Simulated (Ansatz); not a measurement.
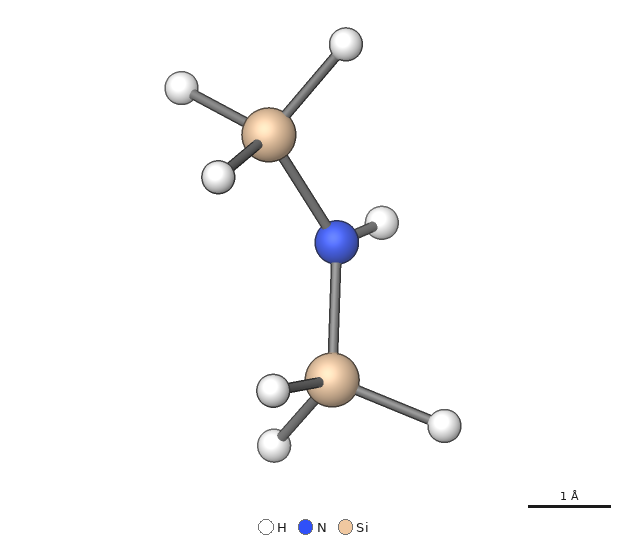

Starting geometry of the run.

Input file:

```yaml
crystal:
  periodic: [false, false, false]
  atoms:
    - {symbol: H, position_ang: [2.101506, 0.936837, 0.337728]}
    - {symbol: N, position_ang: [1.209450, 1.408264, 0.272975]}
    - {symbol: Si, position_ang: [0.762536, 1.937013, -1.307647]}
    - {symbol: Si, position_ang: [0.391714, 1.658154, 1.771826]}
    - {symbol: H, position_ang: [-0.622268, 2.462905, -1.223943]}
    - {symbol: H, position_ang: [0.817383, 0.811055, -2.279584]}
    - {symbol: H, position_ang: [1.657407, 3.009129, -1.826416]}
    - {symbol: H, position_ang: [-0.946472, 2.217099, 1.458663]}
    - {symbol: H, position_ang: [0.242628, 0.377252, 2.515123]}
    - {symbol: H, position_ang: [1.114213, 2.604838, 2.666923]}
basis:
  gaussian: {orbitals: def2-TZVPP}
hamiltonian: {xc: {name: B3LYP}, dispersion: d4}
```

It was started with:

```sh
ansatz run in.yaml --threads 4 --pin off --events-out ev --progress --plain --max-ram 66560MiB --backend cpu
```

Output:

```
Functional definition: B3LYP
  name "B3LYP"
  cite "Stephens, Devlin, Chabalowski & Frisch, J. Phys. Chem. 98, 11623 (1994) doi:10.1021/j100096a001"
  cite "Becke, Phys. Rev. A 38, 3098 (1988) doi:10.1103/PhysRevA.38.3098"
  cite "Lee, Yang & Parr, Phys. Rev. B 37, 785 (1988) doi:10.1103/PhysRevB.37.785"
  cite "Vosko, Wilk & Nusair, Can. J. Phys. 58, 1200 (1980) doi:10.1139/p80-159"
  parameter a0 = 0.2
  parameter ax = 0.72
  parameter ac = 0.81
  exchange = (1 - a0 - ax)*slater_x + ax*b88_x + a0*exact_x
  correlation = (1 - ac)*vwn_rpa_c + ac*lyp_c
1150 factors; their error is unknown
mean field evaluation 1: about -17355.5437 eV, gradient 6.3e1 eV
mean field evaluation 2: about -17339.4094 eV, gradient 9.9e1 eV
mean field evaluation 4: about -17362.9154 eV, gradient 1.7e0 eV
mean field evaluation 8: about -17362.9451 eV, gradient 2.9e-2 eV
mean field -17362.94511674 eV, -638.0764640135 hartree, gradient 2.8e-5 eV, S^2 0.000000; 0 other end points of the search recorded, 0 dependent functions left out
reference -17362.94539506 eV, -638.0764742415 hartree; 21, 21 occupied and 192, 192 virtual orbitals, 1150 factors
Total energy: -17363.25930954 eV, -638.0880103859 hartree
```
